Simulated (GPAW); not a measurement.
# How MgI2 absorbs and reflects light

Wanted: where MgI2 starts to absorb, how strongly, and its refractive index. The cell comes from an older database entry, whose edges can differ from later determinations, mostly by under a per cent.

Main program and level: GPAW 26.7.0; DFT, LDA, plane-wave PAW (GPAW data sets), scalar-relativistic, RPA, optical limit.

The database entry behind the starting cell has ideal inner coordinates that were not refined, so it need not match the best structure at ambient conditions.

## (1) Set-up

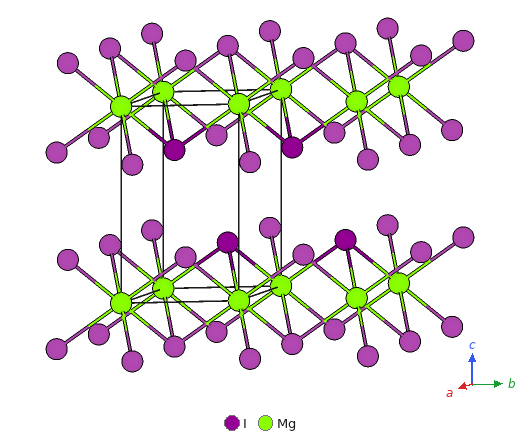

Start, viewed slightly off an axis; iodine purple, magnesium green. 1×2×1 cells are drawn. Some periodic images of atoms are drawn too.

## (2) Ground state

First the ground state: is it a metal or has it a gap?

This step: DFT, LDA, plane-wave PAW (GPAW data sets), scalar-relativistic, ground state (GPAW 26.7.0).

The input, gs.py:

```python
from ase import Atoms
from ase.dft.bandgap import bandgap
from gpaw import GPAW, PW, FermiDirac

atoms = Atoms(['I', 'I', 'Mg'],
              cell=[[4.140000000019, 0.000000000000, 0.000000000000],
                    [-2.070000000009, 3.585345171684, 0.000000000000],
                    [0.000000000000, 0.000000000000, 6.880000000000]],
              scaled_positions=[[0.666666666667, 0.333333333333, 0.750000000000],
                                [0.333333333333, 0.666666666667, 0.250000000000],
                                [0.000000000000, 0.000000000000, 0.000000000000]],
              pbc=[True, True, True])
atoms.calc = GPAW(mode=PW(400), xc='LDA', kpts={'size': (6, 6, 4), 'gamma': True},
                  occupations=FermiDirac(0.05), maxiter=150, txt='gs.txt')
print('energy (eV)', atoms.get_potential_energy())
print('Fermi level (eV)', atoms.calc.get_fermi_level())
print('valence electrons', atoms.calc.get_number_of_electrons())
print('gap (eV)', bandgap(atoms.calc, output=None)[0])
print('direct gap (eV)', bandgap(atoms.calc, direct=True, output=None)[0])
atoms.calc.write('gs.gpw')
```

Command:

```
$ OMP_NUM_THREADS=1 python gs.py
```

Numbers of over 12 decimals in the logs are rounded to 6 here.

Output:

```text
__  _  _
 | _ |_)|_||  |
 |__||  | ||/\| - 26.7.0

Versions:
  Python: 3.12.14
  ASE:    3.29.0
  Numpy:  2.5.5
  Scipy:  1.18.1
  Libxc:  7.0.0

Input parameters:
  mode=PW(ecut=400.0),
  kpts=MonkhorstPack(size=(6, 6, 4), gamma=True),
  maxiter=150,
  occupations=Occupations(name='fermi-dirac', width=0.05, fixmagmom=False),
  xc=XC(name='LDA')

Diagonalizing LCAO Hamiltonian
Converting LCAO to pw mode

             I

         I

       Mg

Atoms  # Å, Bohr magnetons
|   | symbol |         x |        y |        z |    initial magnetic moments |
| 0 |      I |  2.070000 | 1.195115 | 5.160000 | ( 0.0000,  0.0000,  0.0000) |
| 1 |      I | -0.000000 | 2.390230 | 1.720000 | ( 0.0000,  0.0000,  0.0000) |
| 2 |     Mg |  0.000000 | 0.000000 | 0.000000 | ( 0.0000,  0.0000,  0.0000) |

Unit cell  # Å
| periodic |         x |        y |        z |  lengths |     angles |
|      yes |  4.140000 | 0.000000 | 0.000000 | 4.140000 |  90.000000 |
|      yes | -2.070000 | 3.585345 | 0.000000 | 4.140000 |  90.000000 |
|      yes |  0.000000 | 0.000000 | 6.880000 | 6.880000 | 120.000000 |

Number of symmetries: 12
Symmetry operations  # r_c * U_cc + t_c -> r_c
|    | kind |            matrix            |
|  0 |  σ   |  1, 1, 0,  0,-1, 0,  0, 0, 1 |
|  1 |  S6  |  1, 1, 0, -1, 0, 0,  0, 0,-1 |
|  2 |  E   |  1, 0, 0,  0, 1, 0,  0, 0, 1 |
|  3 |  C2  |  1, 0, 0, -1,-1, 0,  0, 0,-1 |
|  4 |  C2  |  0, 1, 0,  1, 0, 0,  0, 0,-1 |
|  5 |  C3  |  0, 1, 0, -1,-1, 0,  0, 0, 1 |
|  6 |  S6  |  0,-1, 0,  1, 1, 0,  0, 0,-1 |
|  7 |  σ   |  0,-1, 0, -1, 0, 0,  0, 0, 1 |
|  8 |  σ   | -1, 0, 0,  1, 1, 0,  0, 0, 1 |
|  9 |  i   | -1, 0, 0,  0,-1, 0,  0, 0,-1 |
| 10 |  C3  | -1,-1, 0,  1, 0, 0,  0, 0, 1 |
| 11 |  C2  | -1,-1, 0,  0, 1, 0,  0, 0,-1 |

BZ-sampling:
  Number of BZ points: 144
  Number of IBZ points: 24

  Monkhorst-Pack size: [6, 6, 4]
  Monkhorst-Pack shift: [0.083333, 0.083333, 0.125]

K-points  # in reciprocal-cell coordinates
|     |                                coordinates |     weight |
|   0 | (  0.00000000,   0.00000000,   0.00000000) | 0.00694444 |
|   1 | (  0.00000000,   0.00000000,   0.25000000) | 0.01388889 |
|   2 | (  0.00000000,   0.00000000,   0.50000000) | 0.00694444 |
|   3 | (  0.16666667,   0.00000000,  -0.25000000) | 0.04166667 |
|   4 | (  0.16666667,   0.00000000,   0.00000000) | 0.04166667 |
|   5 | (  0.16666667,   0.00000000,   0.25000000) | 0.04166667 |
|   6 | (  0.16666667,   0.00000000,   0.50000000) | 0.04166667 |
|   7 | (  0.33333333,  -0.16666667,   0.00000000) | 0.04166667 |
|   8 | (  0.33333333,  -0.16666667,   0.25000000) | 0.08333333 |
|   9 | (  0.33333333,  -0.16666667,   0.50000000) | 0.04166667 |
| ... |                                            |            |
|  23 | (  0.50000000,   0.50000000,   0.50000000) | 0.02083333 |

Plane wave coefficients: 1866
Cutoff: 400.0 eV

Spin-components: 1 (collinear spins)
Bands:           16
Projectors:      15
Spin-degeneracy: 2
Datatype:        complex128

Parallelization:
  kpt:    1
  domain: 1
  band:   1

Density:
  Valence electrons: 24.0
  Components: 1
  Grid points: [20 20 32]
  Charge: 0.0  # |e|

Potential:
  Grid points: [20 20 32]

species:
  I:
    name:    Iodine
    id:
    Z:       53.0
    valence: 7
    core:    46
    charge:  0.0  # [|e|]
    compensation charges:
      type: gauss
      rc: 0.37  # [Å]
      lmax: 2
    cutoffs:
      filter: 2.06  # [Å]
      core: 2.90  # [Å]
    projectors
    | kind |    occ | energy [eV] | rcut [Å] |
    |   5s |  2.000 |     -17.626 |    1.164 |
    |   5p |  5.000 |      -7.241 |    1.164 |
    |    s |        |       9.585 |    1.164 |
    |    p |        |      19.970 |    1.164 |
    |    d |        |       0.000 |    1.164 |

    Using partial waves for I as LCAO basis

  Mg:
    name:    Magnesium
    id:
    Z:       12.0
    valence: 10
    core:    2
    charge:  0.0  # [|e|]
    compensation charges:
      type: gauss
      rc: 0.33  # [Å]
      lmax: 2
    cutoffs:
      filter: 1.86  # [Å]
      core: 0.54  # [Å]
    projectors
    | kind |    occ | energy [eV] | rcut [Å] |
    |   2s |  2.000 |     -79.291 |    1.090 |
    |   3s |  2.000 |      -4.782 |    1.090 |
    |   2p |  6.000 |     -46.725 |    1.085 |
    |   3p |  0.000 |      -1.374 |    1.085 |
    |    d |        |       0.000 |    1.037 |

    Using partial waves for Mg as LCAO basis

Reference energy: -392194.200474  # eV

eigensolver:
  PPCG
  Converge bands: occupied
  niter=2

density mixing:
  MSR1-Mixer
  Pratt-step length: 0.05
  Maximum mixing coefficient: 0.75
  Old densities: 10
  SVD Regularization: 0.005
  Good broyden scale: 1.0
  Trust region scale: 1.0
  Backstep threshold: 4.0
  History deletion threshold: 6.0
  Fourier metric: weight=20.0, sigma=0.015

occupation numbers:
  Fermi-Dirac:
    width: 0.0500  # eV

poisson solver:
  ecut: 3200.0  # eV

xc functional:
  name: None

convergence criteria:
- Maximum [total energy] change in last 3 cyles: 0.0005 eV / valence electron
- Maximum integral of absolute [dens]ity change: 0.0001 electrons / valence electron
- Maximum integral of absolute [eigenst]ate change: 4e-08 eV^2 / valence electron
maximum number of iterations: 150

SCF iterations
|iter     |      energy | eigst |  dens |
|iter:   1||   -9.191122 | -0.49 |       |
|iter:   2||   -9.163661 | -2.29 | -1.38 |
|iter:   3||   -9.043411 | -2.05 | -1.41 |
|iter:   4||   -9.039620 | -2.68 | -1.99 |
|iter:   5||   -9.037914c| -3.56 | -2.41 |
|iter:   6||   -9.037961c| -5.08 | -2.81 |
|iter:   7||   -9.037963c| -6.25 | -3.55 |
|iter:   8||   -9.037963c| -7.28 | -4.15c|
|iter:   9||   -9.037963c| -7.85c| -4.94c|

Converged in 9 steps
SCF loop duration: 6.203 s (0.689 s/step)
Energy contributions relative to reference atoms: (reference = -392194.200474)

Energy contributions:
  Kinetic:           8.770139
  Coulomb:          -7.997299
  Zero:             -0.087679
  External:          0.000000
  Xc:               -9.723123
  Entropy:          -0.000000
  Spinorbit:         0.000000
  ----------------------------
  Free energy:      -9.037963
  Extrapolated:     -9.037963

dipole moment: (-2.993794, -5.185402, -9.950386)  # |e|*Ang

Fermi level: 4.072
Eigenvalues  # (at kpt = [0.000, 0.000, 0.000])
| band index |      eig [eV] | occ [0-2] |
|          0 |       -72.456 |     2.000 |
|        ... |               |           |
|          4 |        -9.884 |     2.000 |
|          5 |        -9.209 |     2.000 |
|          6 |        -1.417 |     2.000 |
|          7 |         1.854 |     2.000 |
|          8 |         1.854 |     2.000 |
|          9 |         2.201 |     2.000 |
|         10 |         2.219 |     2.000 |
|         11 |         2.219 |     2.000 |
|         12 |         5.600 |     0.000 |
|         13 |         6.925 |     0.000 |
|         14 |         8.981 |     0.000 |
|         15 |         8.981 |     0.000 |

Gap: 3.345 eV
Transition (v -> c):
  (s=0, k=0, n=11, [0.00, 0.00, 0.00]) -> (s=0, k=23, n=12, [0.50, 0.50, 0.50])
Direct/indirect transitions are different
Direct gap: 3.381 eV
Transition at: (s=0, k=0, n=11, [0.00, 0.00, 0.00])

--- standard output ---
energy (eV) -9.037963
Fermi level (eV) 4.071701
valence electrons 24.0
gap (eV) 3.345072
direct gap (eV) 3.380903
```

Elapsed: 7.6 s, on 1 thread of Arm Neoverse V2, shared host; peak memory 0.15 GiB.

Numbers from this step:

| Item | Value |
| --- | --- |
| energy | -9.038 eV |
| Fermi energy | 4.072 eV |
| gap on the k-mesh | 3.345 eV |
| direct gap on the mesh | 3.381 eV |
| electrons | 24 |

There is a gap, 3.35 eV on this mesh (points off the mesh can give less), so no carriers' term is needed.

## (3) Bands for the response

The response needs many more empty bands than the density does.

This step: DFT, LDA, plane-wave PAW (GPAW data sets), scalar-relativistic, bands at fixed density (GPAW 26.7.0).

The input, nscf.py:

```python
from ase.dft.bandgap import bandgap
from gpaw import GPAW, FermiDirac

calc = GPAW('gs.gpw').fixed_density(kpts={'size': (12, 12, 6), 'gamma': True}, nbands=66, convergence={'bands': 60},
                                    occupations=FermiDirac(0.001), txt='nscf.txt')
print('gap (eV)', bandgap(calc, output=None)[0])
print('direct gap (eV)', bandgap(calc, direct=True, output=None)[0])
print('top band over the Fermi level (eV)', min(calc.get_eigenvalues(kpt=k)[59] for k in range(len(calc.get_ibz_k_points()))) - calc.get_fermi_level())
calc.write('full.gpw', mode='all')
```

Command:

```
$ OMP_NUM_THREADS=1 python nscf.py
```

Output:

```text
Diagonalizing LCAO Hamiltonian
Converting LCAO to pw mode
convergence criteria:
- Maximum integral of absolute [eigenst]ate change: 4e-08 eV^2 / valence electron
maximum number of iterations: 150

SCF iterations
|iter     |      energy | eigst |  dens |
|iter:   1||             | +3.67 |       |
|iter:   2||             | +2.45 |       |
|iter:   3||             | +1.35 |       |
|iter:   4||             | +0.10 |       |
|iter:   5||             | -0.80 |       |
|iter:   6||             | -1.62 |       |
|iter:   7||             | -2.26 |       |
|iter:   8||             | -2.98 |       |
|iter:   9||             | -3.62 |       |
|iter:  10||             | -4.33 |       |
|iter:  11||             | -4.97 |       |
|iter:  12||             | -5.54 |       |
|iter:  13||             | -5.95 |       |
|iter:  14||             | -6.34 |       |
|iter:  15||             | -6.69 |       |
|iter:  16||             | -7.01 |       |
|iter:  17||             | -7.32 |       |
|iter:  18||             | -7.58c|       |
SCF steps: 18
  __  _  _
 | _ |_)|_||  |
 |__||  | ||/\| - 26.7.0

Versions:
  Python: 3.12.14
  ASE:    3.29.0
  Numpy:  2.5.5
  Scipy:  1.18.1
  Libxc:  7.0.0

Input parameters:
  mode=PW(ecut=400.0),
  convergence={'bands': 60},
  gpts=array([20, 20, 32]),
  kpts=MonkhorstPack(size=(12, 12, 6), gamma=True),
  maxiter=150,
  nbands=66,
  occupations=Occupations(name='fermi-dirac', width=0.001, fixmagmom=False),
  parallel={},
  xc=XC(name='LDA')

--- standard output ---
gap (eV) 3.318677
direct gap (eV) 3.380903
top band over the Fermi level (eV) 28.348620
```

Elapsed: 3.9 min, on 1 thread; peak memory 0.38 GiB.

Read-outs, printed or worked out from the files:

```
gap on the k-mesh : 3.319 eV
```

## (4) Dielectric function, RPA

Transitions between filled and empty bands, summed over the zone, give the optical response, so mesh, band count and broadening shape it.

The induced potential is part of this response.

This step: DFT, LDA, plane-wave PAW (GPAW data sets), scalar-relativistic, RPA, optical limit (GPAW 26.7.0).

The input, df.py:

```python
from gpaw.response.df import DielectricFunction

df = DielectricFunction('full.gpw', frequencies={'type': 'nonlinear', 'domega0': 0.03, 'omega2': 8},
                        ecut=30,
                        eta=0.1,
                        nbands=60,
                        txt='df.txt')
for direction in ['x', 'z']:
    df.get_dielectric_function(xc='RPA', direction=direction, filename=f'df_{direction}.csv')
```

Command:

```
$ OMP_NUM_THREADS=1 python df.py
```

Output:

```text
Using integrator: PointIntegrator
NonLinearFrequencyDescriptor(from 0.000 to 109.149 eV, 548 points)
Nonperiodic BCs:  [False False False]
Using integrator: PointIntegrator
NonLinearFrequencyDescriptor(from 0.000 to 109.149 eV, 548 points)
Nonperiodic BCs:  [False False False]

Calculating chi0 body with:
    Ground state adapter containing:
    Number of spins: 1
    Number of kpoints: 864
    Number of irreducible kpoints: 100
    Number of completely occupied states: 12
    Number of partially occupied states: 12

    Linear response parametrization:
    q_c: [0.0, 0.0, 0.0]
    Number of frequency points: 548
    Planewave cutoff: 30.0
    Number of bands: 60
    Number of planewaves: 37
    Broadening (eta): 0.1

Integrating chi0 body.

Symmetries of q_c:
    Direct symmetries (Uq -> q): 12
    Indirect symmetries (TUq -> q): 0
In total 12 allowed symmetries.

100 groups of equivalent kpoints. 88.425926% reduction.

Integral kind: spectral function

Calculating chi0 optical extensions with:
    Ground state adapter containing:
    Number of spins: 1
    Number of kpoints: 864
    Number of irreducible kpoints: 100
    Number of completely occupied states: 12
    Number of partially occupied states: 12

    Linear response parametrization:
    Number of frequency points: 548
    Planewave cutoff: 30.0
    Number of bands: 60
    Number of planewaves: 37
    Broadening (eta): 0.1
Integrating chi0 head and wings.

Symmetries of q_c:
    Direct symmetries (Uq -> q): 12
    Indirect symmetries (TUq -> q): 0
In total 12 allowed symmetries.

100 groups of equivalent kpoints. 88.425926% reduction.

Integral kind: spectral function wings
```

Elapsed: 22 s, on 1 thread; peak memory 0.25 GiB.

Read-outs, printed or worked out from the files:

```
electronic dielectric constant ε∞, mean over x, y and z (by symmetry where fewer were run) : 4.240
main peak of Im epsilon, first axis                                                        : 5.969 eV
```

The Im ε has structure finer than the step of the table below, so its rows give means over 1 eV, whole bins alone (the curve runs from 0 to 19.9 eV). Peaks (eV: height): E ∥ x 6.0: 7.25, 7.8: 5.83; E ∥ z 4.5: 3.58, 6.2: 6.65, 8.2: 5.57.

Values under the direct gap are tails of Lorentzian lines. The Im ε by photon energy; means over each step:

```tsv
photon energy (eV)	E ∥ x	E ∥ z
1	0.0196	0.0150
2	0.0509	0.0387
3	0.196	0.145
4	1.73	1.59
5	5.84	2.59
6	6.32	5.51
7	5.54	4.81
8	4.96	4.85
9	2.73	4.44
10	2.15	3.06
11	1.60	1.89
12	1.21	1.11
13	0.855	0.880
14	0.610	0.738
15	0.534	0.565
16	0.524	0.481
17	0.414	0.420
18	0.416	0.367
19	0.352	0.344
```

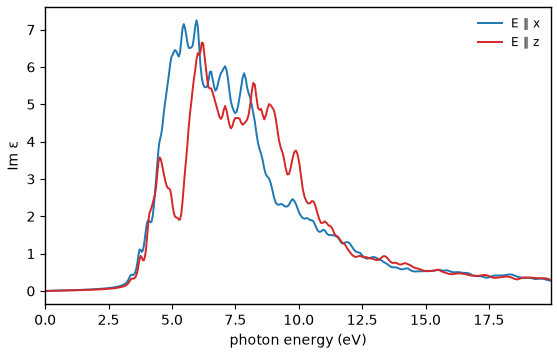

Im ε against photon energy.

Re ε against photon energy:

```tsv
photon energy (eV)	E ∥ x	E ∥ z
0	4.38	3.96
2	4.80	4.28
4	7.41	6.66
6	2.28	5.07
8	-0.715	1.89
10	-0.825	-1.38
12	-0.514	-0.776
14	-0.0543	-0.0956
16	0.220	0.178
18	0.418	0.387
```

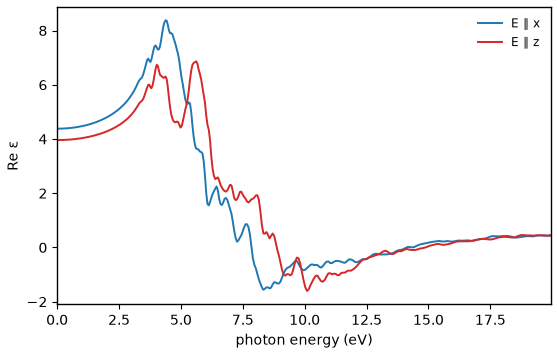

Re ε against photon energy.

The reflectivity at normal incidence has structure finer than the step of the table below, so its rows give means over 1 eV, whole bins alone (the curve runs from 0 to 19.9 eV). Peaks (eV: height): E ∥ x 6.0: 31.8, 7.2: 31.6, 8.3: 38.8, 10.0: 31.7; E ∥ z 4.5: 21.7, 6.2: 29.0, 9.2: 35.0, 10.2: 39.7, 13.6: 25.3.

Reflectivity at normal incidence against photon energy; means over each step:

```tsv
photon energy (eV)	E ∥ x (%)	E ∥ z (%)
1	12.8	11.3
2	14.0	12.2
3	16.7	14.4
4	22.3	19.3
5	28.0	18.4
6	28.7	26.6
7	29.0	23.9
8	34.2	25.5
9	34.6	31.8
10	29.4	34.3
11	28.6	36.2
12	28.9	35.6
13	25.9	24.9
14	21.1	22.1
15	12.8	17.6
16	10.6	12.9
17	8.69	9.22
18	5.83	6.77
19	5.65	4.91
```

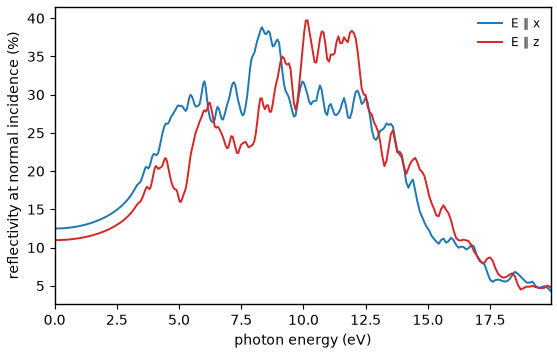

Reflectivity at normal incidence, plotted against photon energy.

Refractive index n and extinction k against photon energy:

```tsv
photon energy (eV)	n, E ∥ x	k, E ∥ x	n, E ∥ z	k, E ∥ z
0	2.09	0	1.99	0
2	2.19	0.0112	2.07	0.00904
4	2.74	0.320	2.59	0.248
6	2.21	1.62	2.57	1.23
8	1.53	1.75	1.86	1.25
10	0.853	1.25	1.09	1.60
12	0.657	0.972	0.517	1.02
14	0.519	0.568	0.558	0.638
16	0.626	0.414	0.575	0.392
18	0.709	0.291	0.680	0.273
```

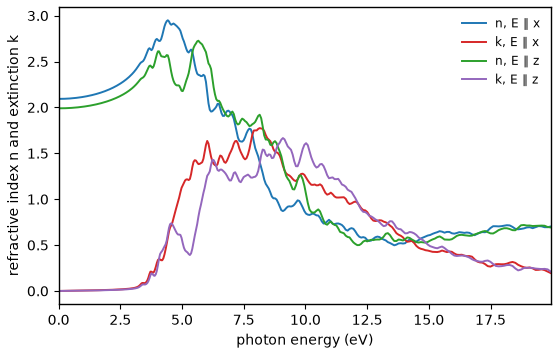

Refractive index n and extinction k against photon energy.

The Im ε, E ∥ x has structure finer than the step of the table below, so its rows give means over 1 eV, whole bins alone (the curve runs from 0 to 19.9 eV). Peaks (eV: height): without local fields 6.0: 9.36, 7.0: 9.30; with local fields 6.0: 7.25, 7.8: 5.83.

Values under the direct gap are tails of Lorentzian lines. The Im ε, E ∥ x by photon energy; means over each step:

```tsv
photon energy (eV)	without local fields	with local fields
1	0.0247	0.0196
2	0.0638	0.0509
3	0.226	0.196
4	2.01	1.73
5	7.52	5.84
6	8.29	6.32
7	8.42	5.54
8	5.99	4.96
9	2.85	2.73
10	2.22	2.15
11	1.44	1.60
12	1.01	1.21
13	0.760	0.855
14	0.587	0.610
15	0.567	0.534
16	0.468	0.524
17	0.369	0.414
18	0.370	0.416
19	0.248	0.352
```

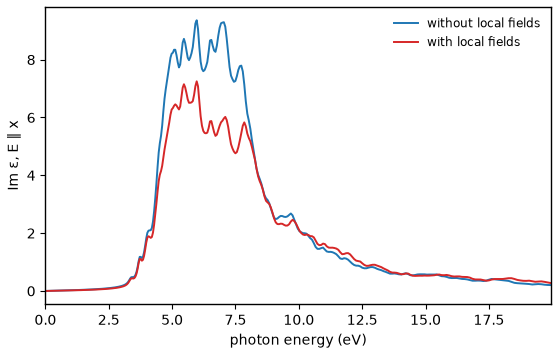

Im ε, E ∥ x against photon energy.

From ε follow the optical constants at some laser and lamp lines:

```tsv
wavelength (nm)	n x	k x	R (%) x	1/α x	n z	k z	R (%) z	1/α z
1064	2.12	0.005	12.9	16 µm	2.01	0.004	11.3	19 µm
800	2.15	0.008	13.3	8.3 µm	2.03	0.006	11.6	10 µm
633	2.19	0.011	13.9	4.6 µm	2.07	0.009	12.1	5.8 µm
532	2.23	0.015	14.5	2.9 µm	2.10	0.012	12.6	3.6 µm
365	2.50	0.087	18.4	334 nm	2.32	0.069	15.9	421 nm
248	2.78	1.134	28.6	17 nm	2.18	0.556	16.3	35 nm
193	2.03	1.376	26.7	11 nm	2.08	1.331	26.1	12 nm
```

Below the direct gap, k and the depth come from the tails of the Lorentzian lines, not from transitions.

Rows near the edge hang on the gap, which this functional as a rule makes too small, and phonon-assisted absorption is left out.

At 1064 nm the birefringence n(z) − n(x) is -0.109: the crystal is uniaxial negative at this level.

## (5) Results

| Quantity | Value |
| --- | --- |
| electronic dielectric constant ε∞, mean over x, y and z (by symmetry where fewer were run) (RPA) | 4.24 |
| main peak of Im epsilon, first axis | 5.97 eV |

What this shows: At this level (LDA, RPA) MgI2 has a mean ε∞ = 4.24 and n = 2.11 at 1550 nm (E ∥ x), and Im ε peaks at 6.0 eV (E ∥ x). On the mesh the gap is 3.32 eV and the least direct gap 3.38 eV, so on this mesh the band edges lie at different points. Local fields change the static value along x from 5.15 to 4.38 (-15 %). Distinct maxima of Im ε, read by a parabola through the highest points, lie at 5.47 eV (7.1), 5.97 eV (7.3), 6.52 eV (5.9) and 7.09 eV (6.0) for E ∥ x. The static values by axis are 4.38 (x), 3.96 (z). At 1064 nm the birefringence n(z) − n(x) is -0.109: the crystal is uniaxial negative at this level. Excitons and phonon-assisted transitions are missing; LDA gaps are as a rule too small, which pulls the onset down and ε∞ up. Spin-orbit coupling is left out although heavy atoms are present. The sum runs over mesh points, so small or evenly spaced maxima can still be ripples of the mesh.

[Machine, clock and banner lines and Python warnings are left out of the logs.]

[Logs are printed without paths, hosts, clocks, repeated set-up lines and the standing remarks that a program may print on its own settings, such as how far it seeks lower states.]

[Hosts, paths, dates, database ids (printed as entryN), source tags and the programs' standing remarks are cut or masked in the printed files.]
